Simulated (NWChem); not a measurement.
# Two attempts at N2H3 (hydrazinyl radical)

Aim: the energy of N2H3 (hydrazinyl radical) at GPW6B95/x2c-TZVPall-2c (ZORA-SO).

Program for the calculation: NWChem 7.3.0.

1 further run of the same task is left out (set aside as unsound or not needed).

**1. The structure to begin with**

The species is N2H3 (5 atoms), meant as a doublet with charge 0. As SMILES, `[NH]N`. Geometry: relaxed at GFN2-xTB. This is one conformer, not always the lowest.

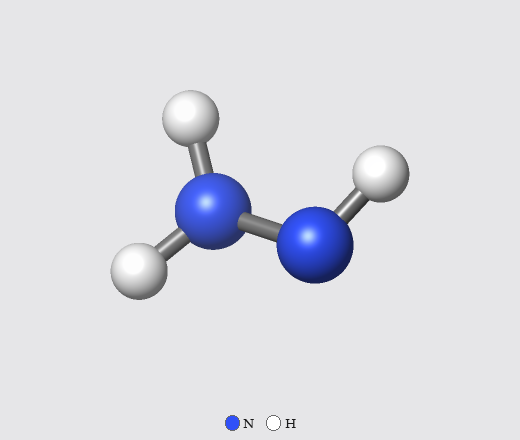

The structure, seen from a chosen angle (nitrogen blue, hydrogen white).

**2. First attempt**

The input, h3n2.nw:

```
start h3n2
title "H3N2 energy"
memory total 2200 mb
geometry units angstroms noautosym nocenter noautoz
  N     -0.174970    -0.805480     0.447260
  N     -0.126270     0.251970    -0.365880
  H      0.751750    -0.989150     0.831090
  H     -1.043070     0.577800    -0.638700
  H      0.592550     0.964850    -0.273770
end
basis spherical bse
  * library aug-def2-SVP
end
relativistic
  zora on
end
dft
  xc pw6b95
  mult 2
  grid medium
  iterations 60
  mulliken
  print low
end
task sodft energy
```

Launch:

```console
$ nwchem h3n2.nw > h3n2.out
```

Standard output:

```text
Northwest Computational Chemistry Package (NWChem) 7.3.0
             --------------------------------------------------------

           Job information
           ---------------

    nwchem branch   = 7.3.0
    use scalapack   = T
    input           = h3n2.nw
    prefix          = h3n2.
    data base       = ./h3n2.db
    status          = startup
    nproc           =        1

           Memory information
           ------------------

    heap     =     72089600 doubles =      550.0 Mbytes
    stack    =     72089597 doubles =      550.0 Mbytes
    global   =    144179200 doubles =     1100.0 Mbytes (distinct from heap & stack)
    total    =    288358397 doubles =     2200.0 Mbytes
    verify   = yes
    hardfail = no

           Directory information
           ---------------------

  0 permanent = .
  0 scratch   = .

[... 30 lines left out ...]
            Nuclear Dipole moment (a.u.)
[... 47 lines left out ...]
                                 NWChem DFT Module
                                 -----------------

                                    H3N2 energy

 Attempting to read a basis set from a  non-existing file:
 <dir>
 ------------------------------------------------------------------------
 bas_tag_lib: failed opening basis file                   0
 ------------------------------------------------------------------------
 ------------------------------------------------------------------------
  current input line :
    25: task sodft energy
 ------------------------------------------------------------------------
 ------------------------------------------------------------------------
 There is an error in the specified basis set
 ------------------------------------------------------------------------

0:bas_tag_lib: failed opening basis file:Received an Error in Communication
  Errorcode: -1
```

Wall time 0.56 s (1 thread of Intel Xeon Platinum 8259CL at 2.50GHz (Skylake/Cascade Lake), shared host); peak memory 0.074 GiB.

**3. Reading the log**

The job stopped with an error part of the way.

The log says `There is an error in the specified basis set`. The fault: the input names a basis that the program doesn't know. To mend it: basis set x2c-TZVPall-2c in place of aug-def2-SVP.

**4. Second attempt**

The input, h3n2.nw:

```
start h3n2
title "H3N2 energy"
memory 2200 mb

geometry units angstroms noautosym nocenter noautoz
N    -0.174970   -0.805480    0.447260
N    -0.126270    0.251970   -0.365880
H     0.751750   -0.989150    0.831090
H    -1.043070    0.577800   -0.638700
H     0.592550    0.964850   -0.273770
end

basis spherical bse
* library x2c-TZVPall-2c
end

relativistic
zora on
end

dft
xc pw6b95
mult 2
grid medium
maxiter 100
mulliken
noprint "final vectors analysis"
end

task sodft energy
```

Launch:

```console
$ nwchem h3n2.nw > h3n2.out
```

Standard output:

```text
[...]
          Wavefunction type:  spin polarized.
          No. of atoms     :     5
          No. of electrons :    17
[...]
          Charge           :     0
          Spin multiplicity:     2
[...]
          AO basis - number of functions:    80
[...]
              XC Information
              --------------
                       PW6B95 Method XC Functional
                     Hartree-Fock (Exact) Exchange  0.280
                    PW6B95 GGA Exchange Functional  0.720
                      PW6B95 Correlation Potential  1.000
[...]
 d= 0,ls=0.0,diis     1   -111.4556649769 -1.48D+02  3.29D-03  2.37D-01     8.1
[...]
 d= 0,ls=0.0,diis     8   -111.4917653892 -5.90D-07  3.00D-06  7.99D-08    47.6
[...]
      One electron energy =     -223.153155561471
           Coulomb energy =       90.026681252739
    Exchange-Corr. energy =      -15.066221522488
 Nuclear repulsion energy =       36.700930400637
       Scaling correction =        0.034485296393
[...]
      Total Density - Mulliken Population Analysis
     ---------------------------------------------
    Atom       Charge   Shell Charges
 -----------   ------   -------------------------------------------------------
    1 N    7     7.36   0.82  1.15  0.59  0.84  0.35  1.46  1.45  0.64  0.01  0.04  0.00
    2 N    7     7.31   0.82  1.15  0.54  0.77  0.16  1.58  1.57  0.65  0.01  0.05  0.00
    3 H    1     0.81   0.28  0.42  0.07  0.04
    4 H    1     0.75   0.27  0.39  0.05  0.04
    5 H    1     0.77   0.27  0.40  0.07  0.04
[...]
      <S2> =      0.7542 (Exact =     0.7500)
[...]
```

It took 54 s on 1 thread of Intel Xeon Platinum 8259CL at 2.50GHz (Skylake/Cascade Lake), shared host; peak memory 0.13 GiB.

**5. What came out**

At GPW6B95/x2c-TZVPall-2c (ZORA-SO):

```
     quantity          value
 total energy  -111.49177 Eh
dipole moment         2.60 D
```

What this shows: Mulliken charges run from -0.36 on N1 to +0.25 on H4; they depend strongly on the basis.
